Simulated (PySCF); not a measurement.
## Electronic structure of C2H9FSSi2 (SMILES CSC[SiH2][SiH2]F) in real space

```yaml
atoms:
  - { symbol: C, position_ang: [2.8765, 0.5342, -0.5981] }
  - { symbol: S, position_ang: [1.3369, 0.5125, 0.3652] }
  - { symbol: C, position_ang: [0.4391, -0.7796, -0.5448] }
  - { symbol: Si, position_ang: [-1.2949, -1.0311, 0.2155] }
  - { symbol: Si, position_ang: [-2.4996, 0.9338, 0.1008] }
  - { symbol: F, position_ang: [-4.0255, 0.5380, 0.4604] }
  - { symbol: H, position_ang: [3.5235, 1.2779, -0.1445] }
  - { symbol: H, position_ang: [2.6574, 0.8068, -1.6276] }
  - { symbol: H, position_ang: [3.3449, -0.4460, -0.5533] }
  - { symbol: H, position_ang: [0.3824, -0.4691, -1.5879] }
  - { symbol: H, position_ang: [1.0283, -1.6932, -0.4889] }
  - { symbol: H, position_ang: [-1.0822, -1.5352, 1.5793] }
  - { symbol: H, position_ang: [-1.8629, -2.1515, -0.5564] }
  - { symbol: H, position_ang: [-2.6384, 1.5382, -1.2240] }
  - { symbol: H, position_ang: [-2.1899, 1.9723, 1.0766] }
```

Geometry: GFN2-xTB.

These are results of PySCF, PBE0/def2-SVPD, SCF density, gas phase, not measurements.

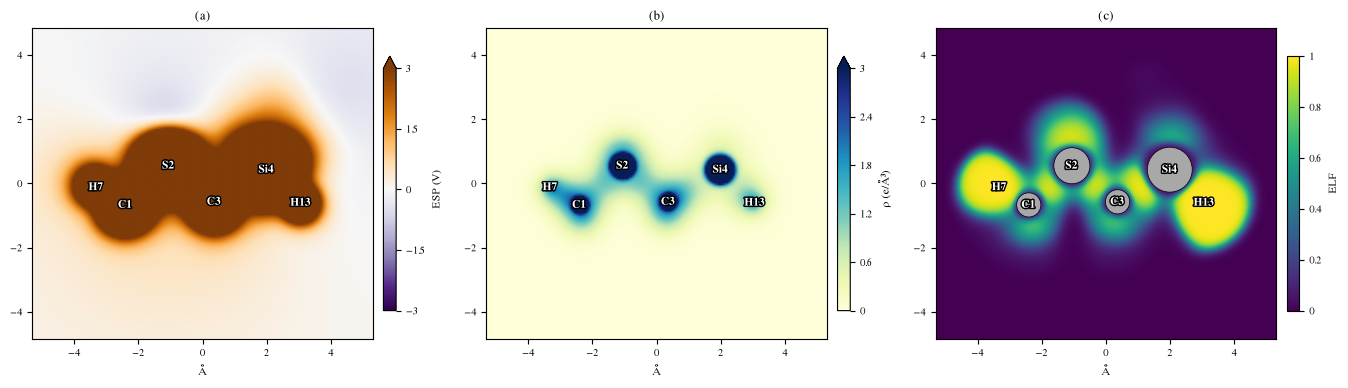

Figure 1. (a) electrostatic potential; (b) total electron density; (c) ELF on the plane of atoms C3, Si4 and H13. Grey discs cover the atomic cores in the ELF map.

What do the fields say about this system?

- Atoms in the plane: C, S, Si and H.
- C–S (1.82 Å): the density is about 1.2 e/Å³ at the midpoint; the ELF peaks at about 0.95 between the atoms (localised, covalent bonding).
- C–Si (1.91 Å): ρ at the midpoint is about 0.9 e/Å³; the ELF peaks at about 0.95 between the atoms: localised, covalent bonding.
- C–H (1.09 Å): ρ at the midpoint is about 2 e/Å³; the ELF climbs to about 1 towards the hydrogen, as it does in any bond to H: an ordinary covalent bond to hydrogen.
- Si–H (1.47 Å): ρ is about 0.77 e/Å³ halfway; the ELF climbs to about 1 towards the hydrogen.
- The ELF also peaks beside S2, away from the bonds: lone-pair regions.
- Outside the dense part of the molecule the potential is most negative (−0.5 V) near S2.

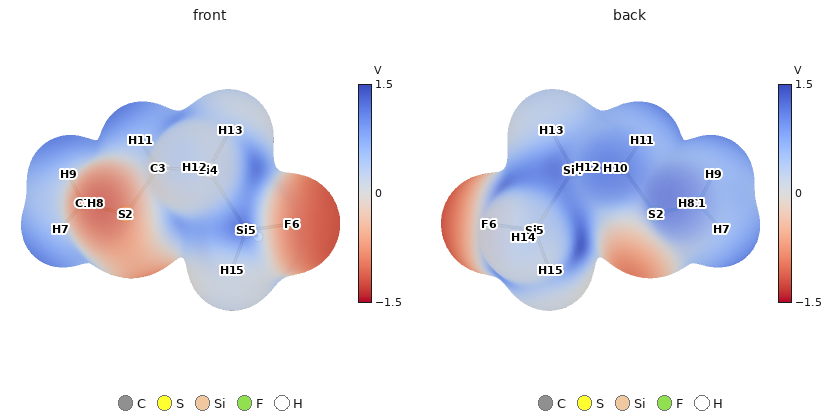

Figure 2. The electrostatic potential painted on the density surface at 0.002 e/bohr³, seen from the front and from behind; red is negative and blue positive.

Which sites attract a positive test charge, and which a negative one?

A positive charge is drawn to the negative regions and a negative charge to the positive ones. The most negative region (about −1.2 V, or −28 kcal/mol for a unit charge) lies over F6, the most positive (about +1.2 V, or +28 kcal/mol for a unit charge) over Si4 and Si5.

What dipole moment does the calculation give?

Its dipole moment is 3.24 D.
